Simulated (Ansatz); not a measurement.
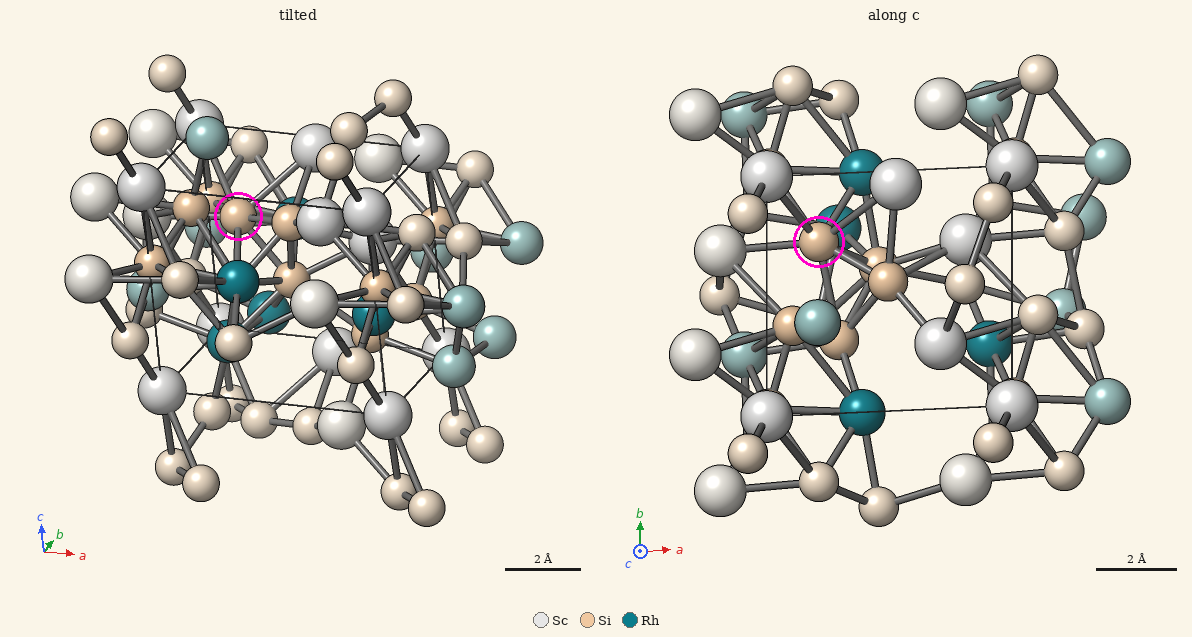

This ball-and-stick model is shown slightly off an axis and along the c axis. The simulation cell is outlined; an atom on or near a face, edge or corner is repeated at each equivalent position. Bonds that leave the box are completed with the atoms at their other ends, in fainter colours.

Size of the cell: a = 6.184 Å, b = 6.411 Å, c = 6.748 Å, α = 110.08°, β = 94.72°, γ = 85.98°.

The composition is ScSi$_{2}$Rh.

Is there crystalline order inside this cell?

Answer. No. The atoms show no order inside the cell (space group P1); it is a periodic model of a disordered solid.

Name the atom inside the ring and give its neighbours.

Answer. It is a silicon atom, bonded to four Si, three Sc and one Rh (about 2.1 to 2.5 Å to Si, 2.5 to 2.8 Å to Sc, 2.4 Å to Rh).

What is drawn is a made-up disordered cell; it hasn't been relaxed. It was the input of a calculation with Ansatz.

At this level of theory the cell isn't at rest (forces up to 4.0 eV/Å), so its distances can differ from those at equilibrium, the more so the softer the solid.
